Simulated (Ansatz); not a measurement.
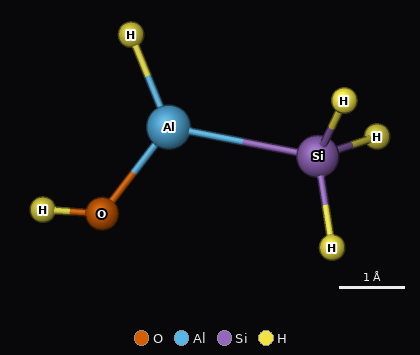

*The structure as given in the input (ball-and-stick view, seen at a tilt). Sticks mark near contacts.*

Bond lengths as drawn: Al–H 1.59 Å, Al–O 1.70 Å, Al–Si 2.45 Å, H–O 0.96 Å and H–Si 1.49 Å.

**Single-point calculation, with input and output: AlSiH₅O**

- system: AlSiH₅O, SMILES [OH][AlH][SiH3]
- method: RHF-CCSD(T), frozen core/def2-TZVPP (Ansatz 0.2.0)

The geometry comes from this level: PBE0-D4/def2-TZVP.

What the program printed
```
Functional definition: HF
  name "HF"
  cite "Fock, Z. Phys. 61, 126 (1930) doi:10.1007/BF01340294"
  parent pbe
  exchange = exact_x
  correlation = 0
1078 factors; integrals over basis functions are off by at most 8.4e-4 eV
mean field evaluation 1: about -16560.5069 eV, gradient 4.1e1 eV
mean field evaluation 2: about -16560.6231 eV, gradient 4.1e1 eV
mean field evaluation 4: about -16564.1265 eV, gradient 3.0e0 eV
mean field evaluation 8: about -16564.1911 eV, gradient 1.2e-1 eV
mean field evaluation 16: about -16562.5833 eV, gradient 2.9e1 eV
mean field -16564.19124187 eV, -608.7228005268 hartree, gradient 7.5e-6 eV, S^2 0.000000; 0 other end points of the search recorded, 0 dependent functions left out
11 core orbitals not correlated: weight in the atoms' cores, before any rotation towards them, 1.000 or more for the frozen orbitals, at most 0.000 for the correlated occupied ones
reference -16564.19124187 eV, -608.7228005268 hartree; 9, 9 occupied and 165, 165 virtual orbitals, 1078 factors
second order -12.30111072 eV of doubles, -0.00000000 eV of singles
cycle   1  -12.88891759 eV  change   -5.9e-1 eV  update   8.9e-2
cycle   2  -13.27879737 eV  change   -3.9e-1 eV  update   2.9e-2
cycle   3  -13.36642020 eV  change   -8.8e-2 eV  update   1.6e-2
cycle   4  -13.35691963 eV  change    9.5e-3 eV  update   4.0e-3
cycle   5  -13.35640561 eV  change    5.1e-4 eV  update   1.8e-3
cycle   6  -13.35666248 eV  change   -2.6e-4 eV  update   5.1e-4
cycle   7  -13.35634818 eV  change    3.1e-4 eV  update   2.0e-4
cycle   8  -13.35634422 eV  change    4.0e-6 eV  update   6.1e-5
cycle   9  -13.35637304 eV  change   -2.9e-5 eV  update   2.3e-5
cycle  10  -13.35636786 eV  change    5.2e-6 eV  update   8.6e-6
```

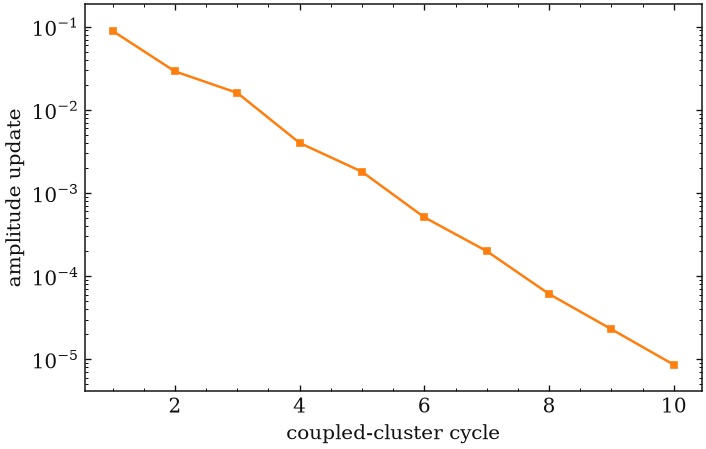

*Convergence of the coupled-cluster equations: amplitude update against the coupled-cluster cycle.*

The residual falls at every step.

```
perturbative correction -0.43249993 eV, -0.0158940793 hartree
Total energy: -16577.98010967 eV, -609.2295320718 hartree
```

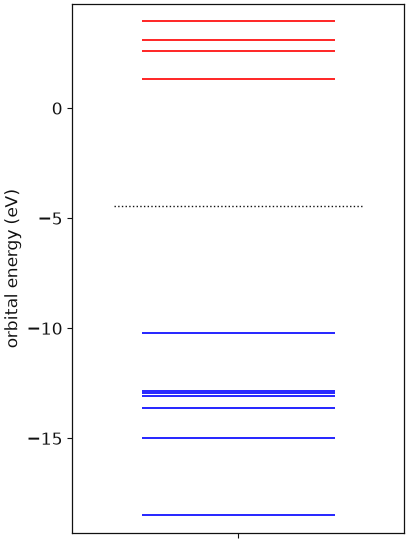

*Orbital energies near the frontier; the dotted line parts filled from empty levels, and levels within 0.02 eV of each other stand side by side.*

Highest filled −10.20 eV, lowest empty 1.34 eV, 11.54 eV apart.

The run was set up as follows.

Input
```yaml
crystal:
  periodic: [false, false, false]
  atoms:
    - {symbol: O, position_ang: [-1.887980, 0.419995, -0.999354]}
    - {symbol: Al, position_ang: [-0.315737, 0.833493, -0.507868]}
    - {symbol: Si, position_ang: [0.904551, -0.871771, 0.753460]}
    - {symbol: H, position_ang: [-2.450097, 1.008683, -1.501409]}
    - {symbol: H, position_ang: [0.257689, 2.266032, -0.892680]}
    - {symbol: H, position_ang: [1.429347, -0.308526, 2.031286]}
    - {symbol: H, position_ang: [2.086747, -1.347605, -0.022760]}
    - {symbol: H, position_ang: [0.067681, -2.057498, 1.083525]}
basis:
  gaussian: {orbitals: def2-TZVPP}
correlation: {method: ccsd_t}
output: {orbitals: {seedname: orbitals}}
```

Launched with:
```bash
ansatz run in.yaml --threads 2 --pin off --events-out ev --progress --plain --max-ram 4352MiB
```

Results in brief

```json
{"quantity": "outcome", "value": "converged"}
{"quantity": "total energy", "value": "−16577.9801 eV"}
{"quantity": "mean-field energy", "value": "−16564.1912 eV"}
{"quantity": "CCSD correlation", "value": "−13.3564 eV"}
{"quantity": "(T) correction", "value": "−0.4325 eV"}
{"quantity": "T1 diagnostic", "value": "0.014"}
{"quantity": "SCF solution under orbital rotations", "value": "stable"}
{"quantity": "HOMO", "value": "−10.20 eV"}
{"quantity": "LUMO", "value": "1.34 eV"}
{"quantity": "hardware", "value": "2 threads of Arm Neoverse V1, 23 GiB of memory available, shared host"}
{"quantity": "wall time", "value": "29 s (CPU time 56 s)"}
{"quantity": "peak memory", "value": "1.7 GiB"}
```
